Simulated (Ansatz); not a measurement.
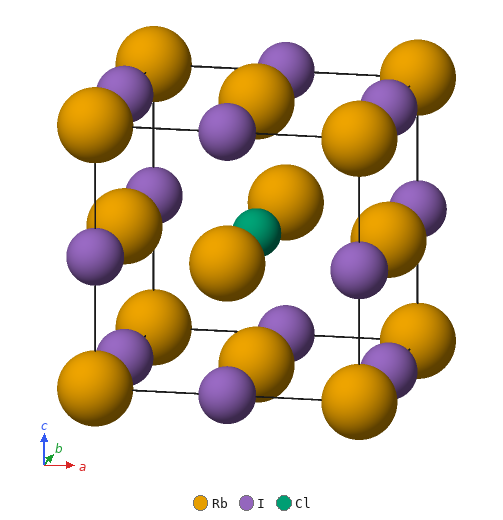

The figure gives a spheres-only picture of the atoms, viewed slightly off an axis. The box is the simulation cell; atoms on or close to its faces, edges and corners are drawn wherever they repeat.

```xyz
8
Lattice="7.1768 0.0000 0.0000 0.0000 7.1768 0.0000 0.0000 0.0000 7.1768" Properties=species:S:1:pos:R:3 pbc="T T T"
Rb    0.0000    0.0000    0.0000
Rb    3.5884    3.5884    0.0000
Rb    3.5884    0.0000    3.5884
Rb    0.0000    3.5884    3.5884
I     0.0000    3.5884    0.0000
I     0.0000    0.0000    3.5884
I     3.5884    0.0000    0.0000
Cl    3.5884    3.5884    3.5884
```

Level of theory and settings: DFT, PAW plane waves, PBE in Ansatz 0.2.0, a plane-wave cutoff of 420 eV, Brillouin-zone sampling on a 4×4×4 mesh, Methfessel-Paxton smearing of 0.034 eV, no spin polarisation.

**What are the atomic charges by Bader's partition?**

Rb +0.81 e; I -0.79 e; Cl -0.88 e. The transfer is large, as in an ionic solid.

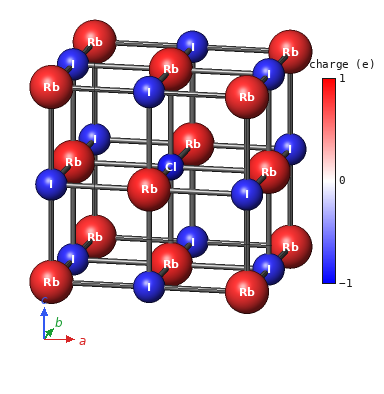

The atoms coloured by those charges.

Shown is a generated cell, made by putting these elements into a known structure type (the compound may or may not exist in this form), as it stood before any relaxation. It went into a calculation with Ansatz.
